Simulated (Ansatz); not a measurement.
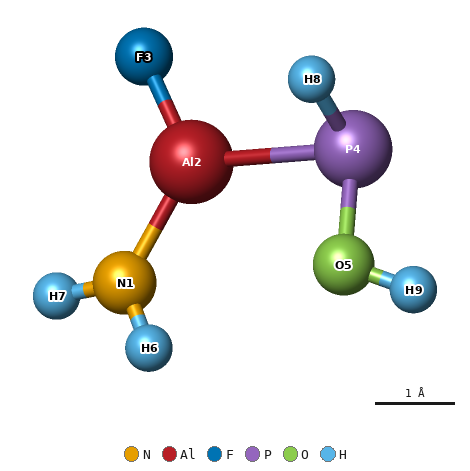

*The structure as given in the input (ball-and-stick view, seen at a tilt; atoms are numbered from 1 in the order of the input). Sticks mark near contacts.*

# Run report: AlPNH4OF, geometry relaxation (part 1 of 2)

AlPNH4OF, SMILES [NH2][Al]([F])[PH]O, computed with PBE/def2-SVP, RKS (Ansatz 0.2.0).

The geometry comes from this level: PBE0-D4/def2-TZVP. Figures and captions count atoms from 1; the log counts them from 0 in places.

The input:
```yaml
crystal:
  periodic: [false, false, false]
  atoms:
    - {symbol: "N", position_ang: [1.489200, 1.004600, -0.185800]}
    - {symbol: Al, position_ang: [0.882400, -0.572900, 0.285200]}
    - {symbol: F, position_ang: [1.905300, -1.677400, 0.966000]}
    - {symbol: P, position_ang: [-1.322700, -1.196100, -0.158400]}
    - {symbol: O, position_ang: [-1.889900, 0.351100, -0.471500]}
    - {symbol: H, position_ang: [0.893900, 1.722700, -0.565900]}
    - {symbol: H, position_ang: [2.431700, 1.338900, -0.072400]}
    - {symbol: H, position_ang: [-1.643200, -1.310200, 1.230300]}
    - {symbol: H, position_ang: [-2.658100, 0.293000, -1.044600]}
basis:
  gaussian: {orbitals: def2-SVP}
output: {orbitals: {seedname: orbitals}}
relax: {f_tol: 0.002}
hamiltonian: {xc: pbe}
```

Run on 1 thread of Intel Xeon @ 2.50GHz (Skylake/Cascade Lake), 16 GiB of memory available, shared host.

Command:
```bash
ansatz run input.yaml --threads 1 --pin off --max-ram 3480MiB --events-out events.jsonl --progress --plain --runs-dir runs
```

What the program printed:
```
The last accepted step is kept in runs//last_step.txt (removed where the run ends without a failure and the disk answers)
Functional definition: PBE
  name "PBE"
  parameter kappa = 0.804
  parameter beta = 0.06672455060314922
  exchange = pbe_x(kappa = kappa, mu = beta*pi^2/3)
  correlation = pbe_c(beta = beta)
1095 factors; their error is unknown
mean field evaluation 1: about -22169.0136 eV, gradient 8.8e1 eV
mean field evaluation 2: about -22091.6629 eV, gradient 1.9e2 eV
mean field evaluation 4: about -22182.6016 eV, gradient 2.2e1 eV
mean field evaluation 8: about -22183.4332 eV, gradient 1.7e-1 eV
mean field evaluation 16: about -22183.3878 eV, gradient 7.7e-4 eV
mean field -22183.38784385 eV, -815.2244668211 hartree, gradient 5.9e-5 eV, S^2 0.000000; 0 other end points of the search recorded, 0 dependent functions left out
the calculation of the forces begins
reference -22183.38788291 eV, -815.2244682564 hartree; 28, 28 occupied and 70, 70 virtual orbitals, 1095 factors
relax step   1: F+E_penalty+E_count = -22183.38784385 eV  Δ(F+E_penalty+E_count) = +0.000e0 eV  max|allowed force component| = 1.026e0 eV/Å  Δτ_max = 0.0000 Å  (27 SCF iters, accepted)
these checks for a lower state are left out or cut short: starts, cluster_reference, orbital_swaps, neighbouring_geometries, increment
1095 factors; their error is unknown
mean field -22183.43723750 eV, -815.2262820043 hartree, gradient 1.5e-5 eV, S^2 0.000000; 0 other end points of the search recorded, 0 dependent functions left out
the calculation of the forces begins
reference -22183.43727672 eV, -815.2262834456 hartree; 28, 28 occupied and 70, 70 virtual orbitals, 1095 factors
relax step   2: F+E_penalty+E_count = -22183.43723750 eV  Δ(F+E_penalty+E_count) = -4.939e-2 eV  max|allowed force component| = 6.470e-1 eV/Å  Δτ_max = 0.0645 Å  (29 SCF iters, accepted)
these checks for a lower state are left out or cut short: starts, cluster_reference, orbital_swaps, neighbouring_geometries, increment
1095 factors; their error is unknown
mean field evaluation 32: about -22183.4446 eV, gradient 1.0e-5 eV
mean field -22183.44463858 eV, -815.2265539889 hartree, gradient 1.0e-5 eV, S^2 0.000000; 0 other end points of the search recorded, 0 dependent functions left out
the calculation of the forces begins
reference -22183.44467791 eV, -815.2265554343 hartree; 28, 28 occupied and 70, 70 virtual orbitals, 1095 factors
relax step   3: F+E_penalty+E_count = -22183.44463858 eV  Δ(F+E_penalty+E_count) = -7.401e-3 eV  max|allowed force component| = 2.256e-1 eV/Å  Δτ_max = 0.0685 Å  (29 SCF iters, accepted)
these checks for a lower state are left out or cut short: starts, cluster_reference, orbital_swaps, neighbouring_geometries, increment
1095 factors; their error is unknown
mean field -22183.45324240 eV, -815.2268701735 hartree, gradient 2.0e-5 eV, S^2 0.000000; 0 other end points of the search recorded, 0 dependent functions left out
the calculation of the forces begins
reference -22183.45328158 eV, -815.2268716133 hartree; 28, 28 occupied and 70, 70 virtual orbitals, 1095 factors
relax step   4: F+E_penalty+E_count = -22183.45324240 eV  Δ(F+E_penalty+E_count) = -8.604e-3 eV  max|allowed force component| = 1.803e-1 eV/Å  Δτ_max = 0.0653 Å  (28 SCF iters, accepted)
these checks for a lower state are left out or cut short: starts, cluster_reference, orbital_swaps, neighbouring_geometries, increment
1095 factors; their error is unknown
mean field -22183.45510746 eV, -815.2269387131 hartree, gradient 1.6e-5 eV, S^2 0.000000; 0 other end points of the search recorded, 0 dependent functions left out
the calculation of the forces begins
reference -22183.45514660 eV, -815.2269401517 hartree; 28, 28 occupied and 70, 70 virtual orbitals, 1095 factors
relax step   5: F+E_penalty+E_count = -22183.45510746 eV  Δ(F+E_penalty+E_count) = -1.865e-3 eV  max|allowed force component| = 1.426e-1 eV/Å  Δτ_max = 0.0137 Å  (29 SCF iters, accepted)
these checks for a lower state are left out or cut short: starts, cluster_reference, orbital_swaps, neighbouring_geometries, increment
1095 factors; their error is unknown
mean field -22183.45583140 eV, -815.2269653175 hartree, gradient 1.6e-5 eV, S^2 0.000000; 0 other end points of the search recorded, 0 dependent functions left out
the calculation of the forces begins
reference -22183.45587052 eV, -815.2269667552 hartree; 28, 28 occupied and 70, 70 virtual orbitals, 1095 factors
relax step   6: F+E_penalty+E_count = -22183.45583140 eV  Δ(F+E_penalty+E_count) = -7.239e-4 eV  max|allowed force component| = 8.941e-2 eV/Å  Δτ_max = 0.0077 Å  (29 SCF iters, accepted)
these checks for a lower state are left out or cut short: starts, cluster_reference, orbital_swaps, neighbouring_geometries, increment
1095 factors; their error is unknown
mean field -22183.45626089 eV, -815.2269811008 hartree, gradient 1.6e-5 eV, S^2 0.000000; 0 other end points of the search recorded, 0 dependent functions left out
the calculation of the forces begins
reference -22183.45629999 eV, -815.2269825379 hartree; 28, 28 occupied and 70, 70 virtual orbitals, 1095 factors
relax step   7: F+E_penalty+E_count = -22183.45626089 eV  Δ(F+E_penalty+E_count) = -4.295e-4 eV  max|allowed force component| = 1.833e-2 eV/Å  Δτ_max = 0.0100 Å  (29 SCF iters, accepted)
these checks for a lower state are left out or cut short: starts, cluster_reference, orbital_swaps, neighbouring_geometries, increment
1095 factors; their error is unknown
mean field evaluation 64: about -22183.4563 eV, gradient 3.3e-4 eV
mean field -22183.45629299 eV, -815.2269822807 hartree, gradient 1.1e-5 eV, S^2 0.000000; 0 other end points of the search recorded, 0 dependent functions left out
the calculation of the forces begins
reference -22183.45633209 eV, -815.2269837175 hartree; 28, 28 occupied and 70, 70 virtual orbitals, 1095 factors
relax step   8: F+E_penalty+E_count = -22183.45629299 eV  Δ(F+E_penalty+E_count) = -3.210e-5 eV  max|allowed force component| = 1.139e-2 eV/Å  Δτ_max = 0.0023 Å  (24 SCF iters, accepted)
these checks for a lower state are left out or cut short: starts, cluster_reference, orbital_swaps, neighbouring_geometries, increment
1095 factors; their error is unknown
mean field -22183.45631745 eV, -815.2269831795 hartree, gradient 2.0e-5 eV, S^2 0.000000; 0 other end points of the search recorded, 0 dependent functions left out
the calculation of the forces begins
reference -22183.45635654 eV, -815.2269846161 hartree; 28, 28 occupied and 70, 70 virtual orbitals, 1095 factors
relax step   9: F+E_penalty+E_count = -22183.45631745 eV  Δ(F+E_penalty+E_count) = -2.446e-5 eV  max|allowed force component| = 7.127e-3 eV/Å  Δτ_max = 0.0044 Å  (22 SCF iters, accepted)
these checks for a lower state are left out or cut short: starts, cluster_reference, orbital_swaps, neighbouring_geometries, increment
1095 factors; their error is unknown
mean field -22183.45632453 eV, -815.2269834396 hartree, gradient 8.9e-6 eV, S^2 0.000000; 0 other end points of the search recorded, 0 dependent functions left out
the calculation of the forces begins
reference -22183.45636361 eV, -815.2269848760 hartree; 28, 28 occupied and 70, 70 virtual orbitals, 1095 factors
relax step  10: F+E_penalty+E_count = -22183.45632453 eV  Δ(F+E_penalty+E_count) = -7.078e-6 eV  max|allowed force component| = 7.773e-3 eV/Å  Δτ_max = 0.0036 Å  (23 SCF iters, accepted)
these checks for a lower state are left out or cut short: starts, cluster_reference, orbital_swaps, neighbouring_geometries, increment
1095 factors; their error is unknown
mean field -22183.45633472 eV, -815.2269838143 hartree, gradient 1.2e-5 eV, S^2 0.000000; 0 other end points of the search recorded, 0 dependent functions left out
the calculation of the forces begins
reference -22183.45637381 eV, -815.2269852506 hartree; 28, 28 occupied and 70, 70 virtual orbitals, 1095 factors
relax step  11: F+E_penalty+E_count = -22183.45633472 eV  Δ(F+E_penalty+E_count) = -1.020e-5 eV  max|allowed force component| = 2.981e-3 eV/Å  Δτ_max = 0.0037 Å  (23 SCF iters, accepted)
these checks for a lower state are left out or cut short: starts, cluster_reference, orbital_swaps, neighbouring_geometries, increment
1095 factors; their error is unknown
mean field -22183.45633581 eV, -815.2269838544 hartree, gradient 5.8e-6 eV, S^2 0.000000; 0 other end points of the search recorded, 0 dependent functions left out
the calculation of the forces begins
reference -22183.45637490 eV, -815.2269852907 hartree; 28, 28 occupied and 70, 70 virtual orbitals, 1095 factors
relax step  12: F+E_penalty+E_count = -22183.45633581 eV  Δ(F+E_penalty+E_count) = -1.090e-6 eV  max|allowed force component| = 9.232e-4 eV/Å  Δτ_max = 0.0017 Å  (23 SCF iters, accepted)
1095 factors; their error is unknown
mean field evaluation 96: about -22182.4487 eV, gradient 2.4e1 eV
```

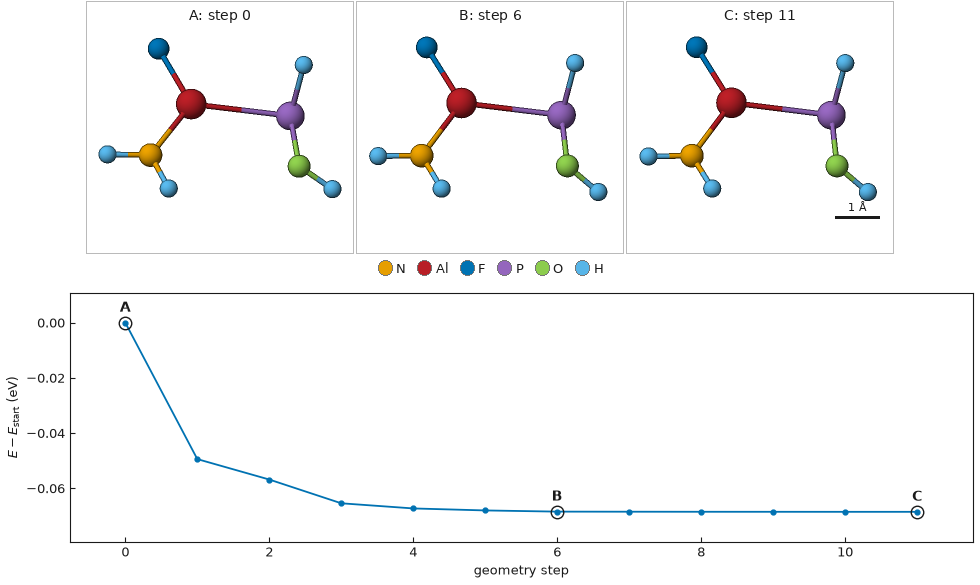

*Frames of the relaxation (ball-and-stick view, seen at a tilt) above the curves, on which the letters mark them (the first geometry is step 0 here and step 1 in the log).*

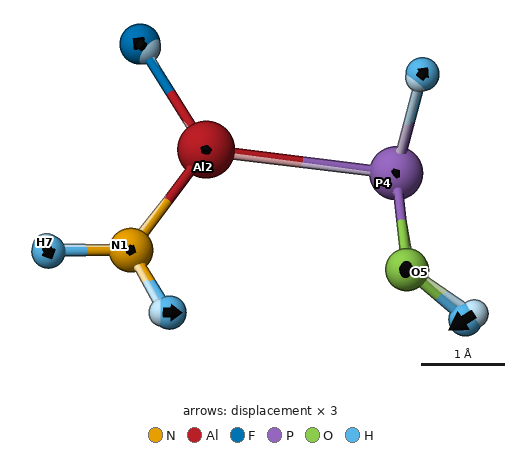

*Start (faint) and end (solid) with the displacements as black arrows, magnified 3 times (ball-and-stick view, seen at a tilt). The two geometries are laid on each other by the best rigid fit.*

H9 moves most after the best rigid fit: 0.13 Å. By element the largest moves are H 0.13 Å, O 0.07 Å, F 0.06 Å, N 0.04 Å, Al 0.04 Å, P 0.03 Å. Among the contacts that change: P4–O5 1.677 → 1.722 Å, Al2–F3 1.652 → 1.684 Å, P4–H8 1.430 → 1.453 Å, N1–Al2 1.755 → 1.773 Å. Among the angles that change: P4–O5–H9 109.0° → 106.2°, Al2–P4–O5 96.2° → 93.8°. The energy falls by 0.068 eV in 11 geometry steps. Largest force component: 1 eV/Å at the start, 0.00092 eV/Å at the end. (Atoms are counted from 1 in the order of the input.)

```
mean field -22183.45633581 eV, -815.2269838544 hartree, gradient 5.7e-6 eV, S^2 0.000000; 1 other end points of the search recorded, 0 dependent functions left out
the calculation of the forces begins
reference -22183.45637490 eV, -815.2269852907 hartree; 28, 28 occupied and 70, 70 virtual orbitals, 1095 factors
Total energy: -22183.45637490 eV, -815.2269852907 hartree
Atom 0 at     1.458023     0.995631    -0.203636 Å, force     0.000152     0.000242    -0.000117 eV/Å
Atom 1 at     0.883457    -0.604724     0.299720 Å, force    -0.000093    -0.000462    -0.000062 eV/Å
Atom 2 at     1.958010    -1.707570     0.980553 Å, force    -0.000181     0.000201    -0.000092 eV/Å
Atom 3 at    -1.342978    -1.216776    -0.148276 Å, force     0.000659    -0.000033    -0.000562 eV/Å
Atom 4 at    -1.852713     0.403320    -0.432953 Å, force    -0.000603    -0.000391     0.000022 eV/Å
Atom 5 at     0.815654     1.702250    -0.570428 Å, force    -0.000279    -0.000217    -0.000108 eV/Å
Atom 6 at     2.400711     1.376202    -0.102301 Å, force     0.000203     0.000055     0.000202 eV/Å
```
